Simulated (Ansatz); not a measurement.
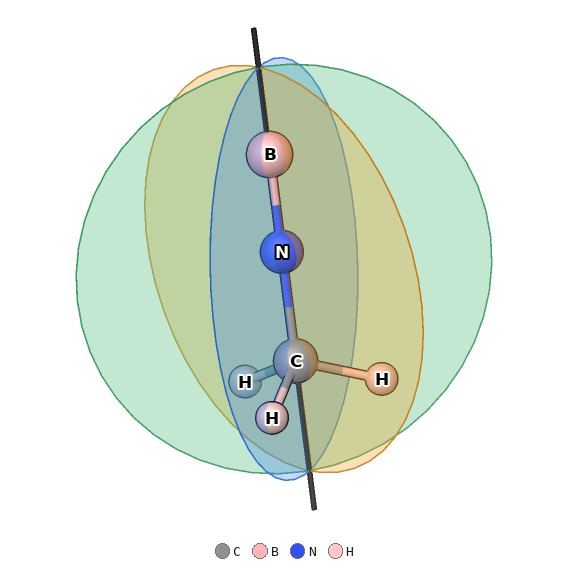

All proper rotation axes (lines) and mirror planes (discs) of the structure are drawn in. Distant atoms are faded towards the background colour. The species is neutral and a spin doublet. The computed structure is the end point of a PBE-D4/def2-SVP optimisation. No frequency run is at hand to confirm it as a minimum.

### Name the symmetry elements and the point group.

It has 1 C3 axis and 3 mirror planes. Point group C3v. The group has 6 operations. The geometry is achiral, and symmetry allows a dipole moment.
